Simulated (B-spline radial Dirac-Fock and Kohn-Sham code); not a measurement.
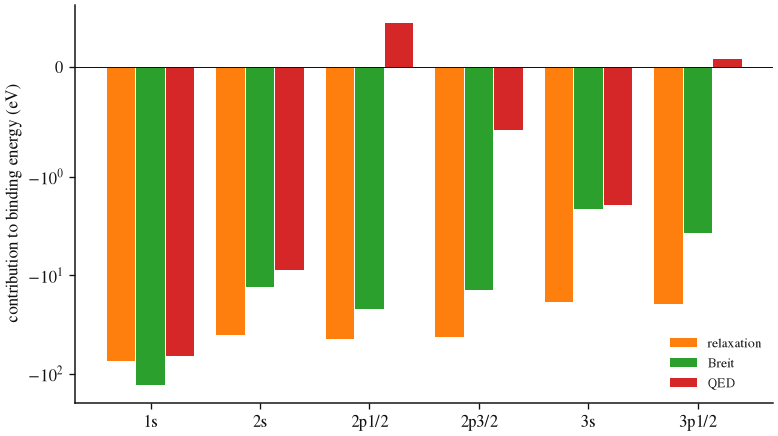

Bars give the relaxation, Breit and QED contributions (eV) to the binding energies of the deepest subshells, counted from the Koopmans value, on an axis that is logarithmic beyond ±1 eV. The figure is for Sm³⁺ ([Xe] 4f3 6s2), which is not the ground configuration. The calculation used Dirac–Fock ΔSCF (average of configuration, Fermi nucleus, Breit and QED terms, no correlation) (a B-spline radial atomic code). Open shells are averaged over j.

**How does the QED term of 2p1/2 compare with that of 1s?**

0.41 eV against −66.1 eV; the QED terms are weighted to the region near the nucleus, where s electrons have the most density. Its sign is opposite here.

**Which correction is largest for 1s?**

Breit, −128 eV.
